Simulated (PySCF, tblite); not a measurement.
# C₅H₇BClO radical: geometry, infrared bands and EPR parameters

Aim: predict the infrared bands and EPR parameters of C₅H₇BClO radical (`BC1=C(Cl)[C@@H](C)[CH]O1`).

The runs use tblite 0.8.0 and PySCF 2.14.0, with density-fitted response routines of our own; the level of theory stands in each step. All values are computed, except where a source is named. Atoms count from 0, in the outputs and in this text.

### 1 The starting structure

15 atoms, charge 0, multiplicity 2; geometry from: force field or distance geometry start.

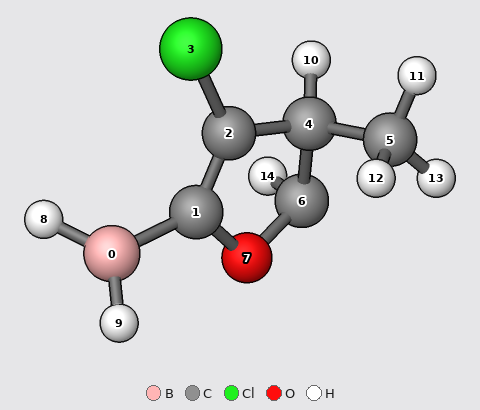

As it starts; boron pink, carbon grey, chlorine green, oxygen red, hydrogen white, atoms numbered.

### 2 Geometry optimisation with GFN2-xTB

What the job is given:

```
{"job": {"kind": "relax", "xc": "GFN2-xTB", "basis": "xTB"}, "charge": 0, "multiplicity": 2}
B      2.695000     0.228500    -0.438700
C      1.180500    -0.110400    -0.178000
C      0.318700     0.484900     0.609300
Cl     0.569100     1.911800     1.588700
C     -1.000500    -0.217200     0.540600
C     -1.908400     0.501800    -0.431200
C     -0.633500    -1.543200    -0.102100
O      0.566600    -1.194100    -0.771200
H      3.439700     0.248500     0.468700
H      3.044400     0.272500    -1.548900
H     -1.456100    -0.339100     1.537700
H     -2.577700     1.181700     0.134500
H     -1.356400     1.114600    -1.157100
H     -2.450000    -0.280300    -1.001200
H     -0.435800    -2.252100     0.727200
```

Launch:

```
OMP_NUM_THREADS=1 python probes_run.py task.json out
```

One launch serves the whole session: the jobs run in the order shown.

The program printed:

```text
step      E/eV     max force
  0    -653.07080    3.004
  1    -653.32611    1.920
  2    -653.47960    1.025
  3    -653.59570    0.978
  4    -653.66572    0.776
  5    -653.73313    0.786
  6    -653.78860    0.589
  7    -653.83651    0.493
  8    -653.87070    0.408
  9    -653.89894    0.411
 10    -653.92752    0.436
 11    -653.96063    0.504
 12    -654.00027    0.574
 13    -654.04775    0.617
 14    -654.09783    0.691
 15    -654.13260    0.950
 16    -654.16027    0.823
 17    -654.19292    0.452
 18    -654.21694    0.453
 19    -654.23246    0.409
 20    -654.24099    0.271
 21    -654.25117    0.363
 22    -654.26574    0.297
 23    -654.27991    0.296
 24    -654.29168    0.369
 25    -654.30334    0.412
 26    -654.31866    0.341
 27    -654.33317    0.311
 28    -654.34599    0.260
 29    -654.35747    0.327
 30    -654.37235    0.305
 31    -654.38463    0.341
 32    -654.39934    0.370
 33    -654.40972    0.263
 34    -654.42251    0.260
 35    -654.42883    0.214
 36    -654.43451    0.237
 37    -654.43886    0.313
 38    -654.44387    0.262
 39    -654.44967    0.132
 40    -654.45169    0.119
 41    -654.45393    0.100
 42    -654.45539    0.092
 43    -654.45665    0.088
 44    -654.45757    0.090
 45    -654.45850    0.075
 46    -654.45947    0.070
 47    -654.46040    0.074
 48    -654.46126    0.072
 49    -654.46212    0.071
 50    -654.46301    0.083
 51    -654.46385    0.079
 52    -654.46460    0.065
 53    -654.46529    0.053
 54    -654.46595    0.060
 55    -654.46652    0.051
 56    -654.46697    0.059
 57    -654.46737    0.061
 58    -654.46782    0.049
 59    -654.46831    0.048
 60    -654.46878    0.051
 61    -654.46924    0.051
 62    -654.46984    0.062
 63    -654.47064    0.060
 64    -654.47149    0.070
 65    -654.47215    0.057
 66    -654.47258    0.047
 67    -654.47293    0.042
 68    -654.47325    0.042
 69    -654.47346    0.042
 70    -654.47356    0.033
 71    -654.47364    0.026
 72    -654.47373    0.023
 73    -654.47386    0.022
 74    -654.47397    0.023
 75    -654.47403    0.019
 76    -654.47407    0.018
 77    -654.47411    0.017
 78    -654.47416    0.014
 79    -654.47422    0.019
 80    -654.47427    0.021
 81    -654.47430    0.018
 82    -654.47432    0.012
 83    -654.47434    0.011
 84    -654.47436    0.008
```

Run time: 0.75 s. Hardware: 1 thread of AMD EPYC 7B13, shared host.

Along the way: (not every step is listed)

| step | energy from step 0 (eV) | largest force (eV/Å) |
| --- | --- | --- |
| 0 | 0.0000 | 3.0036 |
| 1 | -0.2553 | 1.9201 |
| 2 | -0.4088 | 1.0250 |
| 3 | -0.5249 | 0.9776 |
| 4 | -0.5949 | 0.7760 |
| 5 | -0.6623 | 0.7858 |
| 6 | -0.7178 | 0.5893 |
| 7 | -0.7657 | 0.4933 |
| 8 | -0.7999 | 0.4083 |
| 15 | -1.0618 | 0.9504 |
| 22 | -1.1949 | 0.2969 |
| 29 | -1.2867 | 0.3274 |
| 36 | -1.3637 | 0.2366 |
| 43 | -1.3859 | 0.0875 |
| 50 | -1.3922 | 0.0829 |
| 57 | -1.3966 | 0.0611 |
| 64 | -1.4007 | 0.0700 |
| 71 | -1.4028 | 0.0260 |
| 78 | -1.4034 | 0.0142 |
| 79 | -1.4034 | 0.0192 |
| 80 | -1.4035 | 0.0208 |
| 81 | -1.4035 | 0.0178 |
| 82 | -1.4035 | 0.0120 |
| 83 | -1.4035 | 0.0114 |
| 84 | -1.4036 | 0.0083 |

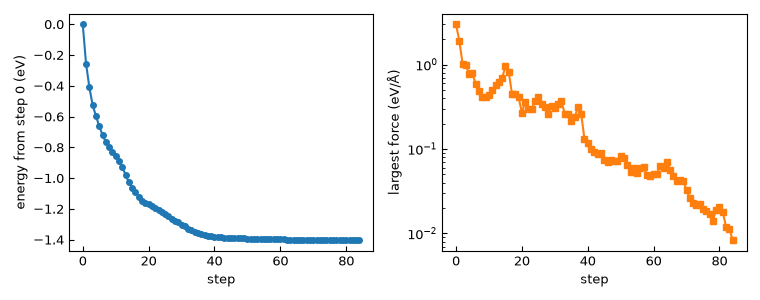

Energy and largest force along the relaxation.

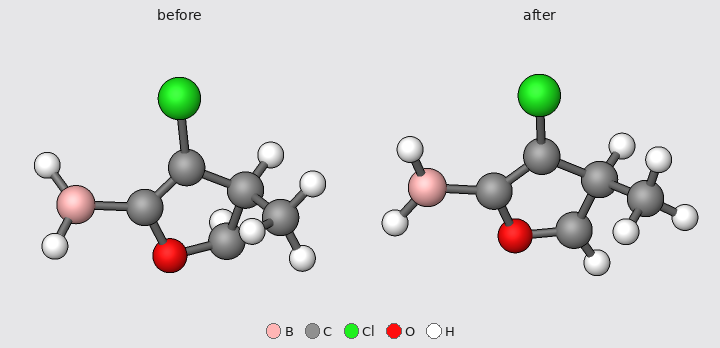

The geometry before (left) and after (right).

Close pairs (by a distance rule), those that changed most:

| bond | before (Å) | after (Å) | change (Å) |
| --- | --- | --- | --- |
| C6–O7 | 1.418 | 1.330 | -0.088 |
| C1–C2 | 1.310 | 1.376 | +0.066 |
| C2–Cl3 | 1.749 | 1.696 | -0.053 |
| B0–C1 | 1.574 | 1.523 | -0.051 |
| C6–H14 | 1.109 | 1.071 | -0.038 |
| C4–C5 | 1.512 | 1.545 | +0.033 |
| C4–C6 | 1.519 | 1.486 | -0.032 |
| C5–H11 | 1.109 | 1.087 | -0.023 |

The next job starts from the end point, and lists it.

### 3 Harmonic vibrations with GFN2-xTB

What the job is given:

```
{"job": {"kind": "ir", "xc": "GFN2-xTB", "basis": "xTB"}, "charge": 0, "multiplicity": 2}
B      2.839435     0.187170    -0.303886
C      1.374310    -0.153787    -0.067635
C      0.359692     0.529804     0.562261
Cl     0.474308     2.053521     1.298407
C     -0.933782    -0.238176     0.507928
C     -2.060455     0.506802    -0.242369
C     -0.421878    -1.439085    -0.202580
O      0.864722    -1.344905    -0.524660
H      3.257349     1.203777     0.087210
H      3.514765    -0.576327    -0.870473
H     -1.323736    -0.470934     1.513492
H     -2.309827     1.420294     0.290457
H     -1.736770     0.762945    -1.248190
H     -2.943972    -0.122808    -0.303688
H     -0.958574    -2.310301    -0.518184
```

The program printed:

```text
mode    cm-1     km/mol
  1      93.8      0.18
  2     161.6      0.48
  3     186.4      0.52
  4     196.9      0.29
  5     214.1      0.01
  6     258.6      1.97
  7     285.8      2.70
  8     361.7      4.33
  9     425.5      9.82
 10     452.3      5.94
 11     509.0      0.43
 12     566.4     11.15
 13     657.5     11.33
 14     755.1      0.20
 15     802.7     64.77
 16     803.0     93.06
 17     928.3      4.21
 18     958.7      3.98
 19    1006.5     29.24
 20    1038.7      4.41
 21    1053.2     33.63
 22    1108.2      5.06
 23    1131.1     33.88
 24    1168.7     30.02
 25    1221.2     74.83
 26    1253.8     10.41
 27    1265.6     68.68
 28    1292.4    109.67
 29    1387.6      3.74
 30    1483.5      2.93
 31    1487.2     89.06
 32    1489.6     12.04
 33    2661.9    118.82
 34    2706.8    114.47
 35    2787.8     26.76
 36    3042.7     16.40
 37    3045.3     23.02
 38    3047.7     15.48
 39    3172.1      1.06
```

Run time: 0.62 s. Hardware: 1 thread of AMD EPYC 7B13, shared host.

Which atoms move in the most intense modes:

| cm⁻¹ | km/mol | atoms |
| --- | --- | --- |
| 803 | 64.8 | H8 33 %, H9 28 %, B0 23 %, O7 11 % |
| 803 | 93.1 | H8 34 %, H9 31 %, B0 25 % |
| 1221 | 74.8 | C4 23 %, C1 17 %, B0 13 % |
| 1266 | 68.7 | C4 23 %, C1 22 %, C2 14 %, H10 12 % |
| 1292 | 109.7 | C6 47 %, H14 17 %, O7 12 %, C4 10 % |
| 1487 | 89.1 | C1 46 %, C2 37 % |
| 2662 | 118.8 | H8 53 %, H9 42 % |
| 2707 | 114.5 | H9 50 %, H8 39 %, B0 11 % |

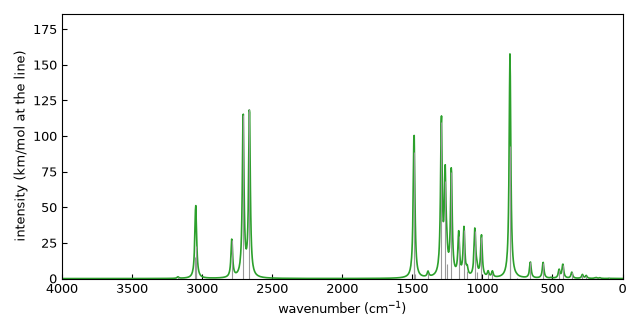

The infrared spectrum from these modes, unscaled. Lines are broadened to a width of 14 cm⁻¹ (Lorentzian).

### 4 EPR parameters: B3LYP/pcH-1

Same as in step 3 but for these lines:

```diff
@@ -1,2 +1,2 @@
-{"job": {"kind": "ir", "xc": "GFN2-xTB", "basis": "xTB"}, "charge": 0, "multiplicity": 2}
+{"job": {"kind": "epr", "basis": "pcH-1"}, "charge": 0, "multiplicity": 2}
 B      2.839435     0.187170    -0.303886
```

Method: UKS B3LYP, pcH-1 on B C Cl H O, non-relativistic, mean-field spin-orbit, GIAO.

The program printed:

```text
UKS, coarse grid
  cycle   1  E = -754.83194911  |g| = 4.44e-01
  cycle   2  E = -754.62068150  |g| = 8.18e-01
  cycle   3  E = -754.93563569  |g| = 1.08e-01
  cycle   4  E = -754.94124425  |g| = 6.49e-02
  cycle   5  E = -754.94377101  |g| = 2.05e-02
  cycle   6  E = -754.94425804  |g| = 8.95e-03
  cycle   7  E = -754.94444199  |g| = 6.93e-03
  cycle   8  E = -754.94447763  |g| = 3.41e-03
  cycle   9  E = -754.94448459  |g| = 1.59e-03
  cycle  10  E = -754.94448584  |g| = 5.38e-04
UKS, final grid
  cycle   1  E = -754.94444575  |g| = 5.23e-04
  cycle   2  E = -754.94444593  |g| = 7.43e-04
  cycle   3  E = -754.94444623  |g| = 1.67e-04
  cycle   4  E = -754.94444635  |g| = 1.73e-04
  cycle   5  E = -754.94444643  |g| = 7.67e-05
  cycle   6  E = -754.94444643  |g| = 1.92e-05
E = -754.94444643 Eh   <S^2> = 0.7700 (exact 0.7500)
g shifts (ppm)      1          2          3
  rmc          -186       -186       -186
  gc              3         42         40
  oz_so        -225       1772       2322
  total        -409       1627       2176
hyperfine (MHz)  atom isotope    a_iso     a_fc   dipolar eigenvalues
    0   11B      -0.69      -0.70     -2.98      0.98      1.99
    1   13C     -11.03     -11.01    -11.74      5.05      6.69
    2   13C      26.52      26.41    -20.82    -17.47     38.28
    3  35Cl       0.89       0.95     -6.60     -3.54     10.14
    4   13C     -41.81     -41.83     -1.40      0.02      1.38
    5   13C     112.44     112.45     -6.90     -6.78     13.68
    6   13C      75.53      75.55    -68.03    -65.81    133.84
    7   17O     -12.79     -12.87    -42.21     20.00     22.20
    8    1H       0.91       0.91     -0.97     -0.66      1.63
    9    1H       0.94       0.94     -1.40     -1.12      2.52
   10    1H     162.08     162.08     -4.02     -2.54      6.56
   11    1H       4.64       4.64     -3.98     -2.02      6.00
   12    1H      -5.58      -5.58     -5.32     -2.33      7.65
   13    1H      -4.58      -4.59     -4.64     -2.43      7.07
   14    1H     -56.48     -56.50    -32.09     -0.23     32.32
```

It took 71 s on 1 thread of AMD EPYC 7B13, shared host; peak memory 0.97 GiB.

Principal g values 2.00191, 2.00395, 2.00450; g(iso) = 2.00345, against 2.00232 for a free electron.

Hyperfine couplings; where a row names several nuclei, a(iso) is their mean (it holds for fast rotation or exchange) and the dipolar term the largest among them:

| nuclei | isotope | a(iso) (MHz) | a(iso) (G, at g = 2.0023) | largest dipolar term (MHz) |
| --- | --- | --- | --- | --- |
| H10 | 1H | 162.1 | 57.8 | 6.6 |
| C5 | 13C | 112.4 | 40.1 | 13.7 |
| C6 | 13C | 75.5 | 27.0 | 133.8 |
| H14 | 1H | -56.5 | -20.2 | 32.3 |
| C4 | 13C | -41.8 | -14.9 | -1.4 |
| C2 | 13C | 26.5 | 9.5 | 38.3 |
| O7 | 17O | -12.8 | -4.6 | -42.2 |
| C1 | 13C | -11.0 | -3.9 | -11.7 |
| H11, H12, H13 | 1H | -1.8 | -0.7 | 7.7 |
| H8, H9 | 1H | 0.9 | 0.3 | 2.5 |
| Cl3 | 35Cl | 0.9 | 0.3 | 10.1 |
| B0 | 11B | -0.7 | -0.2 | -3.0 |

Mulliken spin populations:

B0 -0.02; C1 -0.09; C2 0.23; Cl3 0.02; C4 -0.09; C5 0.06; C6 0.78; O7 0.07; H8 0.00; H9 0.00; H10 0.07; H11 0.01; H12 0.00; H13 0.00; H14 -0.04

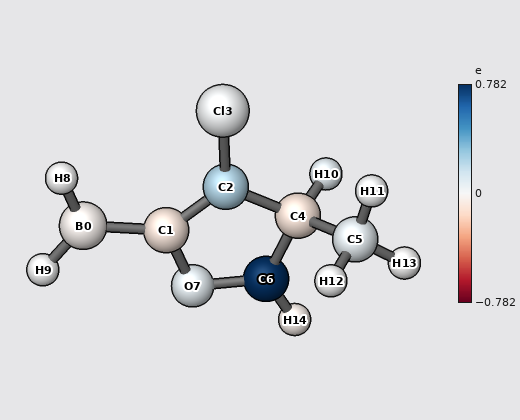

Mulliken spin populations, as colours on the atoms.

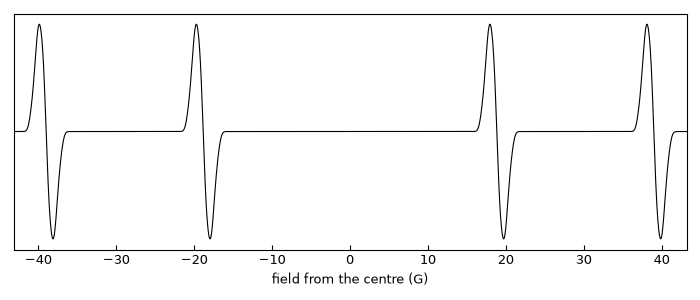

First-order isotropic spectrum (first derivative, main isotopes with spin only, couplings over 0.8 MHz, Gaussian width 0.3 G; couplings of the frozen geometry, rotation of groups not averaged beyond the rows shown).

The fields below are evaluated on a grid from the run's orbitals.

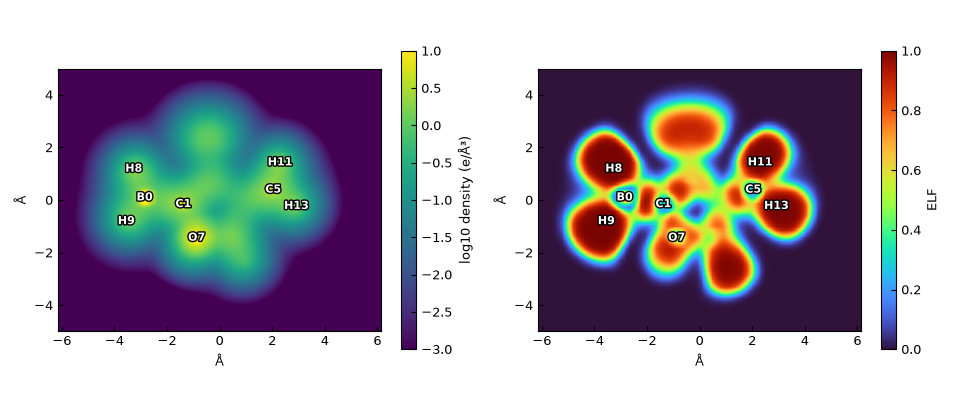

Density (left) and ELF (right) in a plane through or near 8 of the atoms.

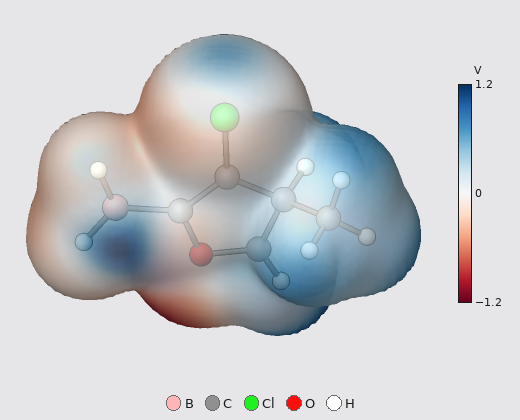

Electrostatic potential on the surface of density 0.002 e/bohr³; red is low, blue high. It runs from -0.92 V near O7 to 1.20 V near H14.

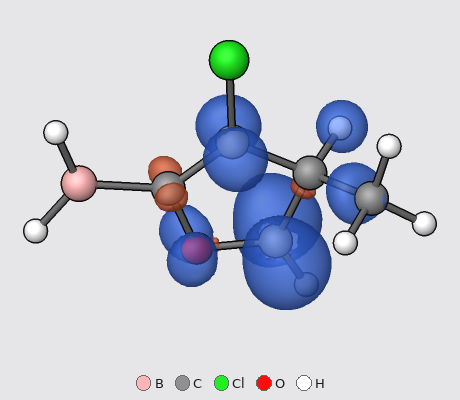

Spin density at ±0.04 e/Å³ (alpha excess blue, beta excess red).

### 5 Summary of results

| quantity | value |
| --- | --- |
| strongest single infrared mode (GFN2-xTB) | 2662 cm⁻¹, 119 km/mol |
| zero-point energy (GFN2-xTB) | 66.4 kcal/mol |
| g(iso) (B3LYP) | 2.00345 |
| ⟨S²⟩ | 0.770 (exact 0.75) |
| largest a(iso) (averaged by class) | 1H on H10, 162.1 MHz |
| potential on the surface of density 0.002 e/bohr³, 1st and 99th percentile | -0.92 V and 1.20 V |

What this shows: Over 84 steps the energy fell by 1.404 eV; of the close pairs, C6–O7 changed most, 1.418 to 1.330 Å. No mode is imaginary among the 39: a minimum at this level. The strongest single mode, at 2662 cm⁻¹, moves mainly H8 and H9. Unscaled tight-binding wavenumbers are off by several per cent, some by more. Its intensities can rank the bands wrongly. Most of the unpaired spin sits on C6 (0.78 e). The isotropic g lies 1.1 ppt above the free-electron value. The conformer search found further structures of the same energy, which may be mirror or relabelled copies of this one.
